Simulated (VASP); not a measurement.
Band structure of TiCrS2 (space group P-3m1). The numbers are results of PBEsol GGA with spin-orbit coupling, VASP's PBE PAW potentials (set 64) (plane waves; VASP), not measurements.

The run has a spin-polarised start.

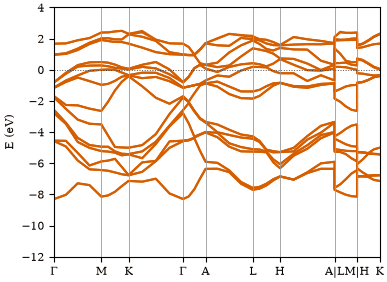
Figure: Bands along high-symmetry lines, zero at the valence-band maximum or, without a gap, the Fermi level

Q: Read the plot: is there a gap, and where are the band edges?

A: It has no gap at this level: it comes out as a metal or semimetal.

The structure comes from a computed database's TiCrS2 entry (P-3m1); how it stands against other phases isn't given here. It was relaxed first, which changed the volume by -9 %.
